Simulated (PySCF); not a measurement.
C₄H₁₂OSi: excited-state calculation

The run: excited-state calculation of C₄H₁₂OSi (SiHMe2(OEt)), SMILES [H][Si](C)(C)OCC. Method and program: TDDFT B3LYP/def2-SVPD, vertical, gas phase, core orbitals frozen in the response (PySCF 2.14.0).

The geometry comes from this level: PBE0-D3(BJ)/def2-SVP. It belongs to a series of runs on one base structure; here: one ligand: Cl to OEt.

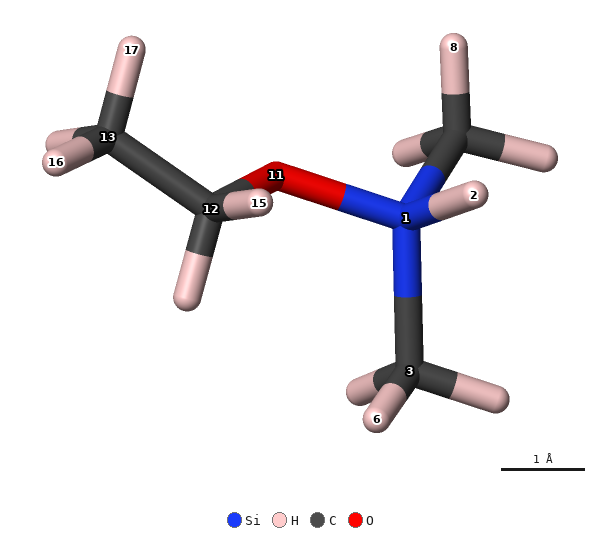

The structure (stick view, seen at a tilt; atoms are numbered from 1 in the order of the input).

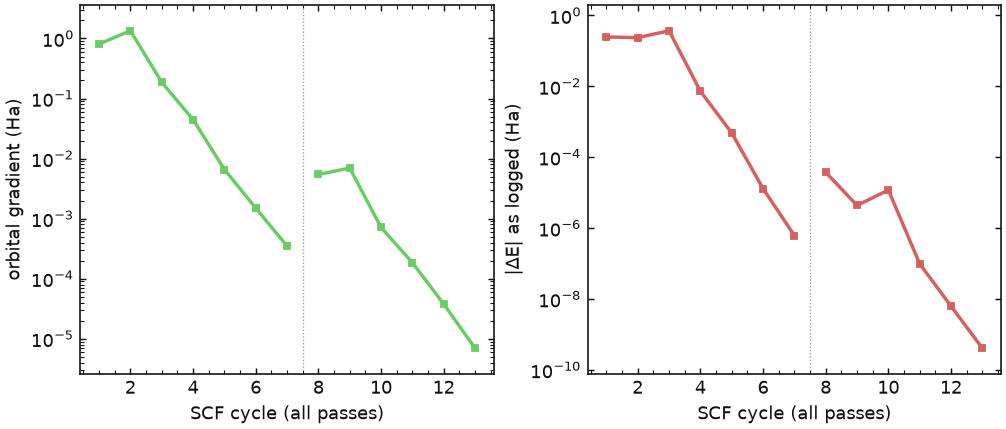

Convergence of the self-consistent field: orbital gradient and size of the energy change against the SCF cycle. The dotted line marks the change from a coarse to the final integration grid. The first 7 cycles use a coarse grid, the final grid takes over at cycle 8, and the field converges after 13 cycles in all.

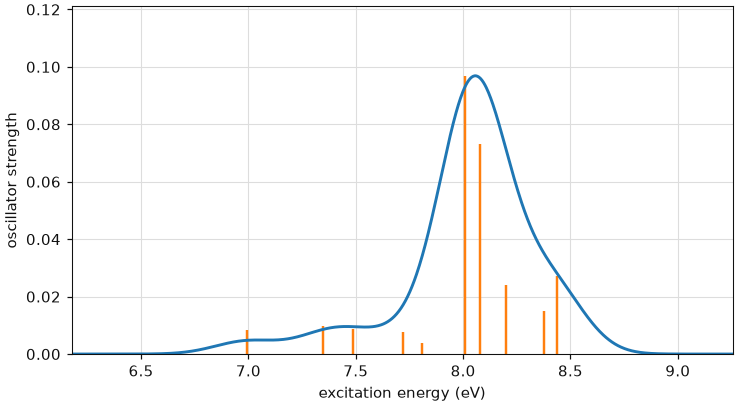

Computed excitations as sticks (degenerate states added up, dark ones marked on the axis), with a Gaussian envelope of 0.35 eV full width at half maximum, scaled to the tallest. Of the 10 states the lowest lies at 6.99 eV (f = 0.008); the strongest line is at 8.01 eV, or 155 nm (f = 0.097).

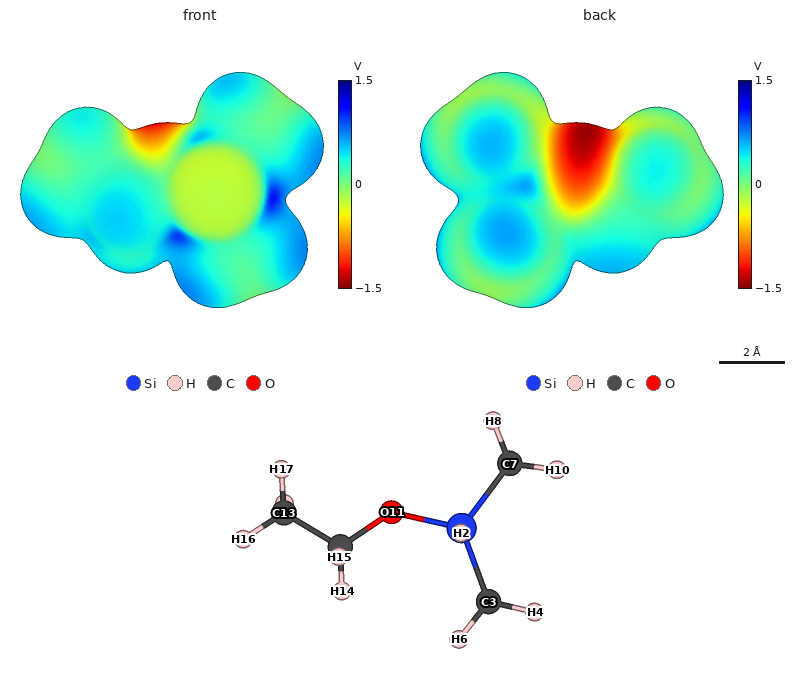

The molecular electrostatic potential painted on the density surface at 0.002 e/bohr³, seen face on and from behind; the colour scale runs from red (negative) to blue (positive). The bare structure is drawn below in the same view. A positive charge is drawn to the negative regions and a negative charge to the positive ones.

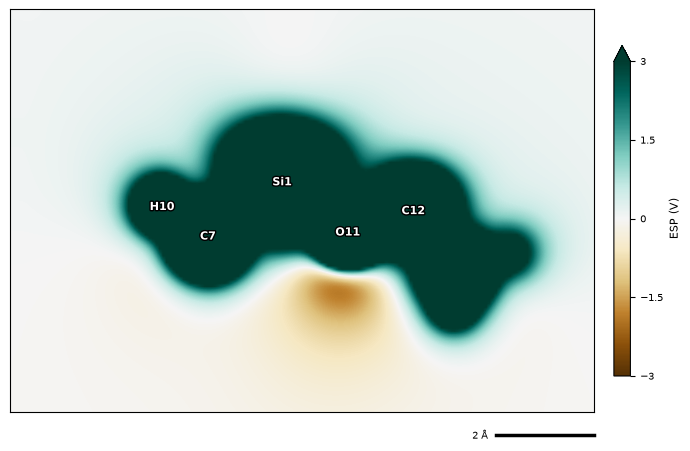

Electrostatic potential on the plane of atoms Si1, C7 and H10. Atoms in the plane: Si, C, H and O.

These pictures come from the run below.

Input file:
```
{"job": {"kind": "uv", "xc": "B3LYP", "basis": "def2-SVPD", "ip": true, "nstates": 10}, "charge": 0, "multiplicity": 1}
Si     0.336472     1.032304     0.275307
H      0.250127     1.268588     1.756477
C      2.131990     0.758753    -0.188748
H      2.739362     1.641507     0.067887
H      2.232483     0.576172    -1.270285
H      2.558285    -0.105172     0.344909
C     -0.411433     2.458216    -0.665433
H     -1.467810     2.596710    -0.390269
H     -0.362664     2.272878    -1.749581
H      0.125863     3.395658    -0.452611
O     -0.588265    -0.309406    -0.103053
C     -0.435772    -1.568962     0.497304
C     -1.599938    -2.455809     0.118987
H      0.514372    -2.039030     0.175367
H     -0.380356    -1.471943     1.600573
H     -1.500172    -3.451596     0.576786
H     -2.546048    -2.008089     0.457644
H     -1.652795    -2.573829    -0.973530
```

The first line tells a small driver script what to run in PySCF; the rest is the geometry in Å.

Launch command:
```bash
OMP_NUM_THREADS=1 python <driver script> task.json out
```

Output:
```
coarse grid: 14496 points
cycle   1  E = -523.9729930371  dE =  2.475e-01  |g| = 8.095e-01  |ddm| = 5.656e+00
cycle   2  E = -523.7365153045  dE =  2.365e-01  |g| = 1.345e+00  |ddm| = 2.126e+00
cycle   3  E = -524.1075601186  dE = -3.710e-01  |g| = 1.863e-01  |ddm| = 1.484e+00
cycle   4  E = -524.1148340605  dE = -7.274e-03  |g| = 4.446e-02  |ddm| = 2.319e-01
cycle   5  E = -524.1153188861  dE = -4.848e-04  |g| = 6.581e-03  |ddm| = 6.202e-02
cycle   6  E = -524.1153318754  dE = -1.299e-05  |g| = 1.498e-03  |ddm| = 1.707e-02
cycle   7  E = -524.1153324915  dE = -6.161e-07  |g| = 3.490e-04  |ddm| = 2.938e-03
final grid: 132432 points
cycle   8  E = -524.2008054614  dE = -3.763e-05  |g| = 5.440e-03  |ddm| = 1.030e-01
cycle   9  E = -524.2008011090  dE =  4.352e-06  |g| = 6.963e-03  |ddm| = 1.502e-02
cycle  10  E = -524.2008129793  dE = -1.187e-05  |g| = 7.132e-04  |ddm| = 7.465e-03
cycle  11  E = -524.2008130775  dE = -9.817e-08  |g| = 1.850e-04  |ddm| = 9.077e-04
cycle  12  E = -524.2008130837  dE = -6.250e-09  |g| = 3.775e-05  |ddm| = 2.294e-04
cycle  13  E = -524.2008130841  dE = -4.062e-10  |g| = 6.960e-06  |ddm| = 9.372e-05
converged SCF energy = -524.2008130841

Static polarisability (au): isotropic 81.883, principal 73.206 81.515 90.928

Singlet excitations
state   eV       nm        f      main configurations
  1   6.9925    177.3   0.00847   H->L 0.93
  2   7.3492    168.7   0.00977   H->L+1 0.86
  3   7.4888    165.6   0.00885   H->L+2 0.95
  4   7.7202    160.6   0.00768   H-1->L 0.90
  5   7.8106    158.7   0.00383   H->L+3 0.69, H->L+4 0.14
  6   8.0102    154.8   0.09689   H-1->L+1 0.82
  7   8.0809    153.4   0.07316   H->L+4 0.75, H->L+3 0.18
  8   8.2018    151.2   0.02403   H-1->L+2 0.94
  9   8.3767    148.0   0.01485   H-2->L 0.80
 10   8.4394    146.9   0.02704   H-3->L 0.82, H-1->L+3 0.10

Triplet excitations (Tamm-Dancoff, eV): 6.8684 7.1947 7.3727 7.5624
Vertical ionisation energy (delta-SCF) = 9.6082 eV
```

Key numbers:

| quantity | value |
| --- | --- |
| outcome | converged |
| total energy | −524.200813 hartree |
| HOMO | −7.48 eV |
| LUMO | 0.39 eV |
| dipole moment | 0.78 D |
| mean polarisability | 81.88 a.u. |
| vertical ionisation energy | 9.61 eV |
| lowest singlet excitation | 6.99 eV |
| hardware | 1 CPU thread, shared host |
| wall time | 2.9 min |
| peak memory | 1.1 GiB |
